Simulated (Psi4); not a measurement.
# quartet CH4NO: levels of theory compared

Wanted: a comparison of 4 runs (UB3LYP/aug-cc-pVDZ, UBHLYP/aug-cc-pVDZ, UCAM-B3LYP/aug-cc-pVDZ, UM06-2X/aug-cc-pVDZ) of quartet CH4NO. 

The calculation is run with Psi4 1.11.

### 1 The system as given

CH4NO has 7 atoms, charge 0, and is taken as a quartet. SMILES of the parent species: `CN[O]`. Geometry: relaxed at GFN2-xTB. That shape belongs to the parent species and isn't relaxed for this state.

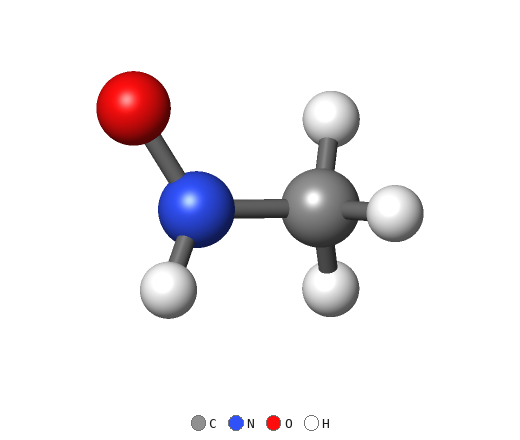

The structure, seen from a chosen angle (carbon grey, nitrogen blue, oxygen red, hydrogen white).

### 2 A single-point energy at UB3LYP/aug-cc-pVDZ (run 1)

calc.py reads:

```python
import psi4

psi4.set_memory(1600000000)
psi4.set_num_threads(1)
psi4.set_output_file('psi4.out', False)

molecule = psi4.geometry("""
0 4
C      0.61438776     0.59292047    -0.81152399
N     -0.62712451    -0.89438848     1.08011076
O     -2.84711807    -1.77547328     0.77376726
H      0.42197584     2.61904703    -0.42715369
H     -0.25433824     0.17721852    -2.62925155
H      2.62050211     0.11924172    -0.86114819
H      0.07171511    -0.83858487     2.87519940
units bohr
symmetry c1
no_reorient
no_com
""")

options = {'basis': 'aug-cc-pVDZ', 'reference': 'uks', 'puream': True, 'e_convergence': 1e-09, 'd_convergence': 1e-08, 'scf_type': 'pk', 'dft_radial_points': 99, 'dft_spherical_points': 590, 'maxiter': 200}
psi4.set_options(options)

energy_value, wavefunction = psi4.energy("b3lyp", return_wfn=True)
psi4.oeprop(wavefunction, "MAYER_INDICES", "DIPOLE", "LOWDIN_CHARGES", title="B3LYP")
print('E =', round(energy_value, 9))
for k, v in sorted(psi4.core.scalar_variables().items()):
    print(f'{k:45s} {v:18.10f}')
```

Command:

```sh
$ python calc.py
```

psi4.out:

```text
[...]
  Running in c1 symmetry.
[...]
  Nuclear repulsion =   76.794418491726560
[...]
  Multiplicity = 4
[...]
  Nalpha       = 14
  Nbeta        = 11
[...]
    Number of basis functions: 105
[...]
   @UKS iter   1:  -169.79143643523022    1.37763e-01   8.18131e-03 ADIIS/DIIS
[...]
   @UKS iter  16:  -170.20306548819801   -1.98099e-11   8.98561e-09 DIIS
[...]
   @S^2 Observed:                3.756399128E+00
[...]
  @UKS Final Energy:  -170.20306548819801
   => Energetics <=
    Nuclear Repulsion Energy =             76.7944184917265602
    One-Electron Energy =                -380.1602006763331474
    Two-Electron Energy =                 151.1082558124920183
    DFT Exchange-Correlation Energy =     -17.9455391160834452
    Empirical Dispersion Energy =           0.0000000000000000
    VV10 Nonlocal Energy =                  0.0000000000000000
    Total Energy =                       -170.2030654881980070
[...]
 Multipole Moments:
 ------------------------------------------------------------------------------------
     Multipole            Electronic (a.u.)      Nuclear  (a.u.)        Total (a.u.)
 ------------------------------------------------------------------------------------
 L = 1.  Multiply by 2.5417464519 to convert [e a0] to [Debye]
 Dipole X            :         19.9866114          -20.6206348           -0.6340234
 Dipole Y            :         14.9677887          -14.8300604            0.1377283
 Dipole Z            :         -9.8760236            7.8394154           -2.0366082
 Magnitude           :                                                    2.1374583
[...]
```

Standard output:

```text
E = -170.203065488
CURRENT ENERGY                                   -170.2030654882
CURRENT REFERENCE ENERGY                         -170.2030654882
DD SOLVATION ENERGY                                 0.0000000000
DFT FUNCTIONAL TOTAL ENERGY                      -170.2030654882
DFT TOTAL ENERGY                                 -170.2030654882
DFT VV10 ENERGY                                     0.0000000000
DFT XC ENERGY                                     -17.9455391161
GRID ELECTRONS ALPHA                               14.0000155094
GRID ELECTRONS BETA                                10.9999999663
GRID ELECTRONS TOTAL                               25.0000154758
NUCLEAR REPULSION ENERGY                           76.7944184917
ONE-ELECTRON ENERGY                              -380.1602006763
PCM POLARIZATION ENERGY                             0.0000000000
PE ENERGY                                           0.0000000000
SCF ITERATION ENERGY                             -170.2030654882
SCF ITERATIONS                                     16.0000000000
SCF TOTAL ENERGY                                 -170.2030654882
TWO-ELECTRON ENERGY                               151.1082558125
XC GRID RADIAL POINTS                              99.0000000000
XC GRID SPHERICAL POINTS                          590.0000000000
XC GRID TOTAL POINTS                           392725.0000000000
```

Wall time 38 s (1 thread of AMD EPYC 9R45 (Zen 5), shared host); peak memory 0.69 GiB.

### 3 A single-point energy at UBHLYP/aug-cc-pVDZ (run 2)

ch4no.in reads:

```
memory 1600 mb

molecule mol {
  0 4
  C
  N 1 1.432861
  O 2 1.274266 1 122.33132
  H 1 1.096042 2 111.41292 3 97.35046
  H 1 1.088566 4 108.8102 2 119.23538
  H 1 1.091097 5 110.07167 4 -118.94079
  H 2 1.019794 3 117.60765 1 163.09491
  units angstrom
  symmetry c1
  no_reorient
  no_com
}

set reference uks
set puream true
set e_convergence 1e-09
set d_convergence 1e-08
set scf_type pk
set dft_radial_points 99
set dft_spherical_points 590
set maxiter 200

result, w = energy("bhhlyp/aug-cc-pVDZ", return_wfn=True)
oeprop(w, "DIPOLE", "MAYER_INDICES", "LOWDIN_CHARGES")
```

Command:

```sh
$ psi4 -i ch4no.in -o ch4no.out -n 1
```

ch4no.out:

```text
[...]
  Running in c1 symmetry.
[...]
  Nuclear repulsion =   76.794420630842950
[...]
  Multiplicity = 4
[...]
  Nalpha       = 14
  Nbeta        = 11
[...]
    Number of basis functions: 105
[...]
   @UKS iter   1:  -169.89957886457984   -1.57562e-01   5.54836e-03 DIIS/ADIIS
[...]
   @UKS iter  17:  -170.10386262473170   -1.96110e-11   9.60657e-09 DIIS
[...]
   @S^2 Observed:                3.761354569E+00
[...]
  @UKS Final Energy:  -170.10386262473170
   => Energetics <=
    Nuclear Repulsion Energy =             76.7944206308429500
    One-Electron Energy =                -380.0386188235488589
    Two-Electron Energy =                 144.6202301760588398
    DFT Exchange-Correlation Energy =     -11.4798946080846580
    Empirical Dispersion Energy =           0.0000000000000000
    VV10 Nonlocal Energy =                  0.0000000000000000
    Total Energy =                       -170.1038626247317040
[...]
 Multipole Moments:
 ------------------------------------------------------------------------------------
     Multipole            Electronic (a.u.)      Nuclear  (a.u.)        Total (a.u.)
 ------------------------------------------------------------------------------------
 L = 1.  Multiply by 2.5417464519 to convert [e a0] to [Debye]
 Dipole X            :          0.7188847           -0.2186927            0.5001920
 Dipole Y            :         -3.9962066            2.1242303           -1.8719763
 Dipole Z            :          2.2982338           -3.6993371           -1.4011033
 Magnitude           :                                                    2.3911457
[...]
```

Wall time 37 s (1 thread of AMD EPYC 9R45 (Zen 5), shared host); peak memory 0.69 GiB.

Run 3 isn't shown in full; the table further down has it.

### 4 Energy and gradient at UM06-2X/aug-cc-pVDZ (run 4)

ch4no.xyz reads:

```xyz
7
CH4NO
C      0.325120     0.313760    -0.429440
N     -0.331860    -0.473290     0.571570
O     -1.506630    -0.939540     0.409460
H      0.223300     1.385940    -0.226040
H     -0.134590     0.093780    -1.391340
H      1.386710     0.063100    -0.455700
H      0.037950    -0.443760     1.521490
```

run.py reads:

```python
import psi4

psi4.set_memory('1600 MB')
psi4.set_num_threads(1)
psi4.set_output_file('psi4.out', False)

with open('ch4no.xyz') as f:
    atoms = ''.join(f.readlines()[2:])
mol = psi4.geometry('0 4\n' + atoms + 'symmetry c1\nno_reorient\nno_com')

options = {'basis': 'aug-cc-pVDZ', 'reference': 'uks', 'puream': True, 'e_convergence': 1e-09, 'd_convergence': 1e-08, 'scf_type': 'pk', 'dft_radial_points': 99, 'dft_spherical_points': 590, 'maxiter': 200}
psi4.set_options(options)

result, w = psi4.gradient('m06-2x', return_wfn=True)
psi4.oeprop(w, 'WIBERG_LOWDIN_INDICES', 'DIPOLE', 'QUADRUPOLE', title='M06-2X')
print('gradient / Eh bohr^-1')
print(result.np.round(6))
print(f'energy = {w.energy():.10f} Eh')
```

Command:

```sh
$ python run.py
```

psi4.out:

```text
[...]
  Running in c1 symmetry.
[...]
  Nuclear repulsion =   76.794418465859195
[...]
  Multiplicity = 4
[...]
  Nalpha       = 14
  Nbeta        = 11
[...]
    Number of basis functions: 105
[...]
   @UKS iter   1:  -169.88574120036122   -6.11663e-02   5.92094e-03 ADIIS/DIIS
[...]
   @UKS iter  18:  -170.11330895361894   -7.56017e-12   5.69098e-09 DIIS
[...]
   @S^2 Observed:                3.758481423E+00
[...]
  @UKS Final Energy:  -170.11330895361894
   => Energetics <=
    Nuclear Repulsion Energy =             76.7944184658591951
    One-Electron Energy =                -380.1009459345801247
    Two-Electron Energy =                 143.8292371537796441
    DFT Exchange-Correlation Energy =     -10.6360186386776956
    Empirical Dispersion Energy =           0.0000000000000000
    VV10 Nonlocal Energy =                  0.0000000000000000
    Total Energy =                       -170.1133089536189402
[...]
  -Total Gradient:
     Atom            X                  Y                   Z
    ------   -----------------  -----------------  -----------------
       1        0.001625933901    -0.012459707972     0.034851231671
       2        0.023474604576     0.010038001614     0.039023068655
       3       -0.011158017579    -0.006570307660    -0.002051138218
       4        0.003386596988    -0.001537231035    -0.008308027487
       5        0.000334879666     0.001048177979     0.003909628223
       6       -0.003378082141     0.006186707291    -0.007281510744
       7       -0.014281048361     0.003299746606    -0.060142350264
[...]
```

On the terminal:

```text
gradient / Eh bohr^-1
[[ 0.001626 -0.01246   0.034851]
 [ 0.023475  0.010038  0.039023]
 [-0.011158 -0.00657  -0.002051]
 [ 0.003387 -0.001537 -0.008308]
 [ 0.000335  0.001048  0.00391 ]
 [-0.003378  0.006187 -0.007282]
 [-0.014281  0.0033   -0.060142]]
energy = -170.1133089536 Eh
```

It took 1.7 min on 1 thread of AMD EPYC 9R45 (Zen 5), shared host; peak memory 0.71 GiB.

### 5 All runs side by side

| run | level | task | energy (Eh) | dipole moment (D) | HOMO energy (eV) | ⟨S²⟩ | wall time |
| --- | --- | --- | --- | --- | --- | --- | --- |
| 1 | UB3LYP/aug-cc-pVDZ | energy | -170.203065 | 5.43 | -2.25 | 3.756 | 38 s |
| 2 | UBHLYP/aug-cc-pVDZ | energy | -170.103863 | 6.08 | -2.71 | 3.761 | 37 s |
| 3 | UCAM-B3LYP/aug-cc-pVDZ | energy | -170.123795 | 6.11 | -3.10 | 3.757 | 51 s |
| 4 | UM06-2X/aug-cc-pVDZ | gradient | -170.113309 | 5.92 | -2.83 | 3.758 | 1.7 min |

### 6 Results

| quantity | value |
| --- | --- |
| run 4: total energy | -170.11331 Eh |
| run 4: dipole moment | 5.92 D |
| run 4: HOMO energy (highest over α and β) | -2.83 eV |
| run 4: ⟨S²⟩ | 3.758 |
| run 4: largest force on an atom | 3.183 eV/Å |

What this shows: The dipole moment (its size) runs from 5.43 D (UB3LYP/aug-cc-pVDZ) to 6.11 D (UCAM-B3LYP/aug-cc-pVDZ). Totals of different functionals can't be ranked against each other. All runs together took 3.8 min, the longest 1.7 min.
